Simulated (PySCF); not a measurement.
**SiCl3 (SMILES Cl[Si](Cl)Cl) at 3 levels**

Aim: a comparison of 3 runs (UMP2/STO-6G, NEVPT2(3,3)/STO-6G, UCCSD(T)/STO-6G) of SiCl3. Input form: a Python script.

The calculation is run with PySCF 2.14.0.

7 further runs of the same task are left out: 3 that didn't finish, 4 set aside as unsound or not needed.

## Step 1: Starting point

The species is SiCl3 (4 atoms), meant as a doublet with charge 0. As SMILES, `Cl[Si](Cl)Cl`. One bond was lengthened or shortened from a relaxed shape.

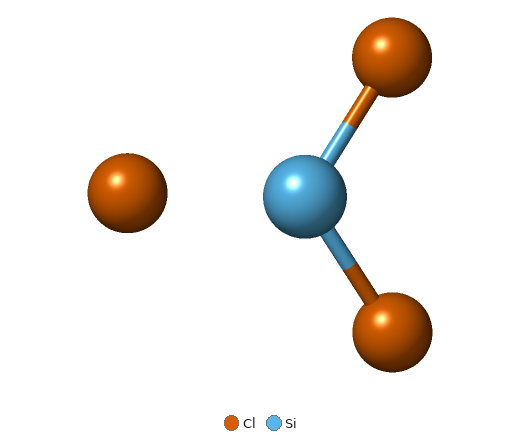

Viewed from a chosen angle; chlorine orange, silicon blue.

## Step 2: The energy at UMP2/STO-6G (run 1)

run.py

```python
from pyscf import gto, scf, mp

mol = gto.Mole()
mol.atom = '''
Cl    -1.840541    -0.332943     1.048421
Si    -0.199641     0.648057     0.328921
Cl     1.694700    -0.903800     0.219000
Cl    -0.601741     1.364557    -1.541379
'''
mol.spin = 1
mol.verbose = 3
mol.basis = 'sto-6g'
mol.max_memory = 1860
mol.build()

calc0 = scf.UHF(mol)
calc0.conv_tol = 1e-10
calc0.kernel()
if not calc0.converged:
    calc0 = calc0.newton().run(calc0.mo_coeff, calc0.mo_occ)

pt = mp.MP2(calc0, frozen=20).run()
e_tot = pt.e_tot
print('E(%s) = %.9f' % ('MP2', e_tot))
```

The run is started by

```bash
$ OMP_NUM_THREADS=1 python run.py
```

Output:

```text
converged SCF energy = -1661.93324895614  <S^2> = 0.78255708  2S+1 = 2.0322963
E(UMP2) = -1661.97549848133  E_corr = -0.0422495251856275
E(SCS-UMP2) = -1661.97798260075  E_corr = -0.0447336446037209
E(MP2) = -1661.975498481
```

Wall time 1.6 s (1 thread of Arm Neoverse V2, shared host); peak memory 0.12 GiB.

## Step 3: The energy at NEVPT2(3,3)/STO-6G (run 2)

input.py

```python
import numpy
from pyscf import gto, scf, mp, mcscf, mrpt

mol = gto.M(
    atom='''
Cl      -1.840541      -0.332943       1.048421
Si      -0.199641       0.648057       0.328921
Cl       1.694700      -0.903800       0.219000
Cl      -0.601741       1.364557      -1.541379
''',
    spin=1,
    max_memory=1860,
    basis='sto-6g',
    verbose=3,
)

calc0 = scf.ROHF(mol)
calc0.conv_tol = 1e-10
calc0.kernel()
if not calc0.converged:
    calc0 = calc0.newton().run(calc0.mo_coeff, calc0.mo_occ)

pt = mp.MP2(scf.addons.convert_to_uhf(calc0)).run()
noons, natorbs = mcscf.addons.make_natural_orbitals(pt)
print('natural occupations', numpy.round(noons[:40], 4))
cas = mcscf.CASSCF(calc0, 3, 3)
cas.fix_spin_(ss=0.75)
cas.natorb = True
cas.kernel(natorbs)
e_pt2 = mrpt.NEVPT(cas).kernel()
energy = cas.e_tot + e_pt2
print('E(%s) = %.9f' % ('NEVPT2', energy))
```

The run is started by

```bash
$ OMP_NUM_THREADS=1 python input.py
```

Output:

```text
converged SCF energy = -1661.93058382952
E(UMP2) = -1661.97803487492  E_corr = -0.0474510454049559
E(SCS-UMP2) = -1661.98058431715  E_corr = -0.0500004876292435
natural occupations [2.     2.     2.     2.     2.     2.     2.     2.     2.     2.
 2.     2.     2.     2.     2.     2.     2.     1.9998 1.9998 1.9998
 1.9996 1.9995 1.9994 1.9992 1.9988 1.9983 1.9979 1.9977 1.9958 1.9896
 1.9876 1.9793 1.0049 0.0248 0.015  0.0132]
CASSCF energy = -1661.94930713564
CASCI E = -1661.94930713564  E(CI) = -2.27045972752876  S^2 = 0.7500000
Sr    (-1)',   E = -0.00033843020310
Si    (+1)',   E = -0.00162353613672
Sijrs (0)  ,   E = -0.01422545351438
Sijr  (+1) ,   E = -0.00991605305590
Srsi  (-1) ,   E = -0.00162744710991
Srs   (-2) ,   E = -0.00083166766348
Sij   (+2) ,   E = -0.00194912625123
Sir   (0)' ,   E = -0.00480324096046
Nevpt2 Energy = -0.035314954895182
E(NEVPT2) = -1661.984622091
```

Run time: 1.8 s. Hardware: 1 thread of Arm Neoverse V2, shared host; peak memory 0.13 GiB.

## Step 4: A single-point energy at UCCSD(T)/STO-6G (run 3)

input.py

```python
from pyscf import gto, scf, cc

mol = gto.M(
    atom=[
    ('Cl', (-1.840541, -0.332943, 1.048421)),
    ('Si', (-0.199641, 0.648057, 0.328921)),
    ('Cl', (1.694700, -0.903800, 0.219000)),
    ('Cl', (-0.601741, 1.364557, -1.541379)),
],
    verbose=3,
    max_memory=1860,
    basis='sto-6g',
    spin=1,
)

hf = scf.UHF(mol)
hf.conv_tol = 1e-10
hf.kernel()
if not hf.converged:
    hf = hf.newton().run(hf.mo_coeff, hf.mo_occ)

mycc = cc.CCSD(hf, frozen=20)
mycc.kernel()
e_t = mycc.ccsd_t()
e_final = mycc.e_tot + e_t
print('E = %.10f Eh' % e_final)
```

The run is started by

```bash
$ OMP_NUM_THREADS=1 python input.py
```

Output:

```text
converged SCF energy = -1661.93324895614  <S^2> = 0.78255708  2S+1 = 2.0322963
E(UCCSD) = -1661.990281453993  E_corr = -0.0570324978489336
UCCSD(T) correction = -0.00236663952257983
E = -1661.9926480935 Eh
```

Run time: 1.7 s. Hardware: 1 thread of Arm Neoverse V2, shared host; peak memory 0.11 GiB.

## Step 5: Overview of the runs

```csv
run,level,frozen core orbitals,active selection,energy (Eh),dipole moment (D) of the reference,HOMO energy (eV),LUMO energy (eV),wall time
1,UMP2/STO-6G,20,–,-1661.975498,3.04,-9.18,1.12,1.6 s
2,"NEVPT2(3,3)/STO-6G",–,mp2 natural orbitals,-1661.984622,3.23,–,–,1.8 s
3,UCCSD(T)/STO-6G,20,–,-1661.992648,3.04,-9.18,1.12,1.7 s
```

## Step 6: Summary of results

| quantity | value |
| --- | --- |
| run 3: total energy | -1661.99265 Eh |
| run 3: dipole moment (Hartree–Fock density) | 3.04 D |
| run 3: HOMO energy (Hartree–Fock orbitals) (highest over α and β) | -9.18 eV |
| run 3: LUMO energy (Hartree–Fock orbitals) (lowest over α and β) | 1.12 eV |
| run 3: correlation energy (20 core orbitals frozen) | -59.4 mEh |
| run 3: (T) correction | -2.37 mEh |
| run 3: ⟨S²⟩ of the reference determinant | 0.783 |
| run 3: T1 diagnostic | 0.014 |

**Reading.** In runs 1, 2, 3 the basis is minimal, so the values are rough. All runs together took 5 s, the longest 1.8 s.
